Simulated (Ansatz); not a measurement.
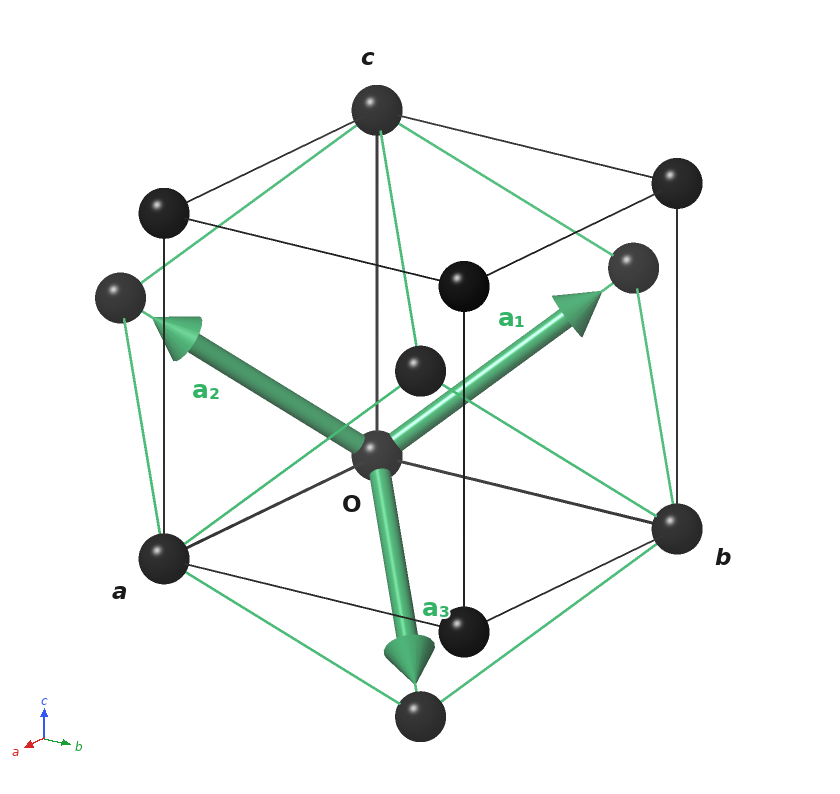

For Fe, the input geometry of an electronic-structure calculation (not necessarily at equilibrium): the conventional cell (thin) and a primitive cell (coloured, vectors a₁, a₂, a₃), with the lattice points alone. The drawing is computed from the coordinates (standard cell, symmetry found to 0.002 Å).

a = 2.886 Å, b = 2.886 Å, c = 2.886 Å, α = 90.00°, β = 90.00°, γ = 90.00°.

What is the centring, and how are the primitive vectors built?

Answer. I, body-centred cubic, with lattice points at (0, 0, 0), (1/2, 1/2, 1/2). a₁ = −1/2 a + 1/2 b + 1/2 c; a₂ = 1/2 a − 1/2 b + 1/2 c; a₃ = 1/2 a + 1/2 b − 1/2 c.

Give the primitive cell's size and content.

Answer. Edges 2.499, 2.499, 2.499 Å; angles 109.47°, 109.47°, 109.47°; volume 12.02 Å³, 1/2 of the conventional cell; 1 of its 2 atoms.
